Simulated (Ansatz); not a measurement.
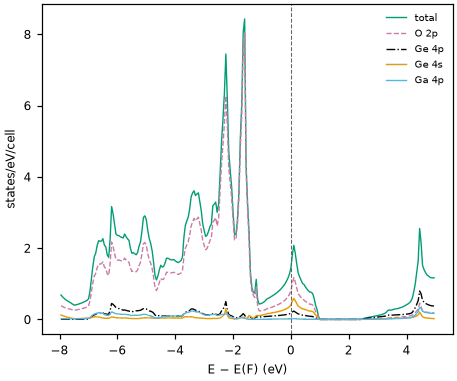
*Total and projected density of states of GaGeO3 in space group P4mm (No. 99; Ga on 1b, Ge on 1a, O on 2c, O on 1b), plane-wave PAW LDA (Ansatz code)*

Question: Which orbitals carry the states next to the Fermi level?

Answer: Within 0.5 eV of the Fermi level: O 2p 55 %, Ge 4s 28 %, Ge 4p 12 %. Projections are on Löwdin-orthogonalised atomic valence shells; empty p or d shells of many metals are not among them.

Question: Where is the tallest occupied peak in this window, and what makes it?

Answer: Near -1.6 eV, about 8.4 states/eV per cell; the largest projected share is O 2p.

The start of the workflow was typed in or built on a structure type; neither database checked (COD, Materials Project) lists it. Whether it is the stable phase at ambient conditions was not checked. The cell was relaxed with LDA under the symmetry of its start; whether a distortion lowers the energy is not shown. A crystal of weakly bound units computed without a dispersion correction: the cell and the soft elastic constants depend strongly on that. With an odd number of electrons in the cell and no spin polarisation, the count alone makes it a metal. Scalar-relativistic: spin–orbit coupling is off unless named, which matters more the heavier the elements.

Potentials: the earlier of the program's two PAW sets. The files were generated under PBE; for other functionals the program regenerates the frozen cores, and for LDA and PBEsol the local potential too.
